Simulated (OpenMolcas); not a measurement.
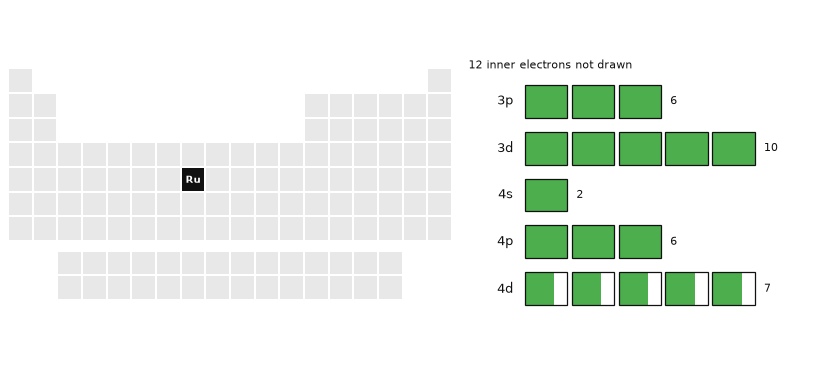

Left, the place of ruthenium in the periodic table; right, the outer shells of the leading configuration of the lowest level: a box for each of the 2l + 1 orbitals, shaded by the share of the shell that is filled, with the electron count at the right.

**Run report: Ru⁺, multiconfigurational calculation (part 1 of 2)**

Ru⁺. Computed at this level: state-averaged CASSCF, active space 7 electrons in the shell 4d, basis ANO-R2, X2C scalar Hamiltonian, spin-orbit coupling by RASSI with atomic mean-field integrals (OpenMolcas).

Output (extracts):
```
--- SEWARD ---
Basis set label: RU.ANO-R...7S5P4D2F1G.

      Electronic valence basis set:
      ------------------
      Associated Effective Charge  44.000000 au
      Associated Actual Charge     44.000000 au
      Nuclear Model: Finite nucleus - Gaussian distribution
        Gaussian exponent, Xi/bohr**(-2):  2.09653E+08

      Shell  nPrim  nBasis  Cartesian Spherical Contaminant
         s      23       7        X
         p      16       5        X
         d      12       4                 X
         f       6       2                 X
         g       5       1                 X
                  Relativistic X2C integrals
                  Atomic mean-field integrals
--- RASSCF ---
Wave function specifications:
      -----------------------------

      Number of closed shell electrons          36
      Number of electrons in active shells       7
      Max number of holes in RAS1 space          0
      Max nr of electrons in RAS3 space          0
      Number of inactive orbitals               18
      Number of active orbitals                  5
      Number of secondary orbitals              42
      Spin quantum number                      1.5
      State symmetry                             1
Orbital specifications:
      -----------------------

      Symmetry species                           1   2
                                                ag  au
      Frozen orbitals                            0   0
      Inactive orbitals                          9   9
      Active orbitals                            5   0
      RAS1 orbitals                              0   0
      RAS2 orbitals                              5   0
      RAS3 orbitals                              0   0
      Secondary orbitals                        22  20
      Deleted orbitals                           0   0
      Number of basis functions                 36  29
      Number of CSFs                            10
      Number of root(s) required                10
      Iter CI   SX   CI       RASSCF       Energy    max ROT     max BLB   max BLB  Level Ln srch  Step   QN
          iter iter root      energy       change     param      element    value   shift minimum  type update
 Nr of preliminary CI iterations:   1
      Total energies have been shifted. Add                -4000.00 au
        1   1    8    0  -527.78261402    0.00E+00  -2.93E-03    9  15 2  1.58E-02*  0.00   0.00    SX    NO
        2   1    8    0  -527.78286971   -2.56E-04*  2.31E-03   12  20 1  3.77E-03*  0.00   0.00    SX    NO
        3   1    8    0  -527.78288483   -1.51E-05*  1.70E-03    9  12 2 -3.08E-03*  0.00   0.00    SX    NO
        4   1    7    0  -527.78289243   -7.61E-06*  1.32E-03    9  12 2  2.24E-03*  0.00   0.00    SX    NO
        5   1    7    0  -527.78289682   -4.38E-06*  5.69E-04    7  10 2 -1.72E-03*  0.00   0.57    LS   YES
        6   1    5    0  -527.78290276   -5.94E-06* -2.97E-06    9  16 1  2.76E-05   0.00   1.00    QN   YES
        7   1    4    0  -527.78290276   -4.11E-10   5.92E-07    9  16 1  4.16E-06   0.00   1.18    QN   YES
      Convergence after  7 iterations
        8   1    4    0  -527.78290276   -1.09E-11   5.92E-07    6  15 2  1.30E-07   0.00   1.18    QN   YES
      Natural orbitals and occupation numbers for root  1
      sym 1:   1.832616   1.832616   1.167384   1.167384   1.000000
      Natural orbitals and occupation numbers for root  2
      sym 1:   1.731778   1.000000   1.268222   1.731778   1.268222
      Natural orbitals and occupation numbers for root  3
      sym 1:   1.000000   1.059177   1.940823   1.059177   1.940823
::    RASSCF root number  1 Total energy:  -4527.79929925
::    RASSCF root number  2 Total energy:  -4527.79929925
::    RASSCF root number  3 Total energy:  -4527.79929925
::    RASSCF root number  4 Total energy:  -4527.79929925
::    RASSCF root number  5 Total energy:  -4527.79929925
::    RASSCF root number  6 Total energy:  -4527.79929925
::    RASSCF root number  7 Total energy:  -4527.79929925
::    RASSCF root number  8 Total energy:  -4527.74464428
::    RASSCF root number  9 Total energy:  -4527.74464428
::    RASSCF root number 10 Total energy:  -4527.74464428
--- RASSCF ---
Wave function specifications:
      -----------------------------

      Number of closed shell electrons          36
      Number of electrons in active shells       7
      Max number of holes in RAS1 space          0
      Max nr of electrons in RAS3 space          0
      Number of inactive orbitals               18
      Number of active orbitals                  5
      Number of secondary orbitals              42
      Spin quantum number                      0.5
      State symmetry                             1
Orbital specifications:
      -----------------------

      Symmetry species                           1   2
                                                ag  au
      Frozen orbitals                            0   0
      Inactive orbitals                          9   9
      Active orbitals                            5   0
      RAS1 orbitals                              0   0
      RAS2 orbitals                              5   0
      RAS3 orbitals                              0   0
      Secondary orbitals                        22  20
      Deleted orbitals                           0   0
      Number of basis functions                 36  29
      Number of CSFs                            40
      Number of root(s) required                40
      Iter CI   SX   CI       RASSCF       Energy    max ROT     max BLB   max BLB  Level Ln srch  Step   QN
          iter iter root      energy       change     param      element    value   shift minimum  type update
 Nr of preliminary CI iterations:   1
      Total energies have been shifted. Add                -4000.00 au
        1   1    5    0  -527.70087533    0.00E+00  -7.32E-03   14  22 1 -8.50E-03*  0.00   0.00    SX    NO
        2   1    8    0  -527.70110727   -2.32E-04*  3.31E-03    7  10 2  6.85E-03*  0.00   0.00    SX    NO
        3   1    8    0  -527.70113710   -2.98E-05*  2.63E-03   14  22 1 -4.19E-03*  0.00   0.00    SX    NO
        4   1    8    0  -527.70115333   -1.62E-05*  1.99E-03    7  10 2  3.42E-03*  0.00   0.00    SX    NO
        5   1    7    0  -527.70116297   -9.64E-06*  8.59E-04    7  10 2 -2.59E-03*  0.00   0.57    LS   YES
        6   1    5    0  -527.70117686   -1.39E-05*  4.99E-06   14  22 1 -1.51E-05   0.00   1.00    QN   YES
        7   1    4    0  -527.70117686   -7.45E-10   7.69E-07    7  10 2  3.68E-06   0.00   1.12    QN   YES
      Convergence after  7 iterations
        8   1    4    0  -527.70117686   -1.91E-11   7.69E-07    7  13 2 -2.62E-07   0.00   1.12    QN   YES
      Natural orbitals and occupation numbers for root  1
      sym 1:   1.331144   1.370700   1.533530   1.295374   1.469252
      Natural orbitals and occupation numbers for root  2
      sym 1:   1.509628   1.303228   1.312573   1.494775   1.379795
      Natural orbitals and occupation numbers for root  3
      sym 1:   1.333827   1.472096   1.567754   1.296568   1.329755
::    RASSCF root number  1 Total energy:  -4527.74176932
::    RASSCF root number  2 Total energy:  -4527.74176932
::    RASSCF root number  3 Total energy:  -4527.74176932
::    RASSCF root number  4 Total energy:  -4527.74176932
::    RASSCF root number  5 Total energy:  -4527.74176932
::    RASSCF root number  6 Total energy:  -4527.74176932
::    RASSCF root number  7 Total energy:  -4527.74176932
::    RASSCF root number  8 Total energy:  -4527.74176932
::    RASSCF root number  9 Total energy:  -4527.74176932
::    RASSCF root number 10 Total energy:  -4527.72366906
::    RASSCF root number 11 Total energy:  -4527.72366906
::    RASSCF root number 12 Total energy:  -4527.72366906
::    RASSCF root number 13 Total energy:  -4527.72366906
::    RASSCF root number 14 Total energy:  -4527.72366906
::    RASSCF root number 15 Total energy:  -4527.72366906
::    RASSCF root number 16 Total energy:  -4527.72366906
::    RASSCF root number 17 Total energy:  -4527.72366906
::    RASSCF root number 18 Total energy:  -4527.72366906
::    RASSCF root number 19 Total energy:  -4527.72366906
::    RASSCF root number 20 Total energy:  -4527.72366906
::    RASSCF root number 21 Total energy:  -4527.72366906
::    RASSCF root number 22 Total energy:  -4527.72366906
::    RASSCF root number 23 Total energy:  -4527.72366906
::    RASSCF root number 24 Total energy:  -4527.71664975
::    RASSCF root number 25 Total energy:  -4527.71664975
::    RASSCF root number 26 Total energy:  -4527.71664975
::    RASSCF root number 27 Total energy:  -4527.71664975
::    RASSCF root number 28 Total energy:  -4527.71664975
::    RASSCF root number 29 Total energy:  -4527.66936827
::    RASSCF root number 30 Total energy:  -4527.66936827
```

(Continued in part 2.) Outcome of the run: converged.
